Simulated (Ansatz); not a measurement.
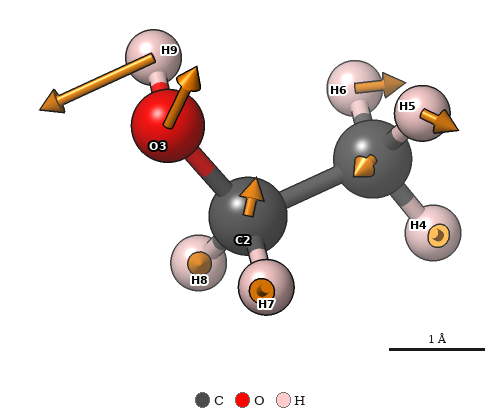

A relaxation of C2H6O. The starting structure is drawn; orange arrows show the displacements, magnified 50 times. The two geometries are superimposed by the best rigid fit.

The picture is a ball-and-stick view, seen at a tilt.

The start comes from GFN2-xTB.

Level of theory: RKS PBE0-D4/def2-TZVP (Ansatz). (force threshold 0.005 eV/Å; at most 150 steps)

**Which element moves most?**

Hydrogen: up to 0.027 Å, against 0.016 Å for oxygen.

**What did the optimiser do to the structure, and how much energy did it gain?**

The energy falls by 0.15 kcal/mol in 5 geometry steps. The largest force component goes from 0.41 to 0.0029 eV/Å. The atom that moves furthest after the best rigid fit is an H atom (0.027 Å). Largest moves by element: H 0.027 Å, O 0.016 Å, C 0.009 Å. Some distances before and after: C–C 1.525 → 1.513 Å, C–H 1.087 → 1.093 Å, C–O 1.409 → 1.413 Å. The run took of the order of 24 core-seconds on a shared host.
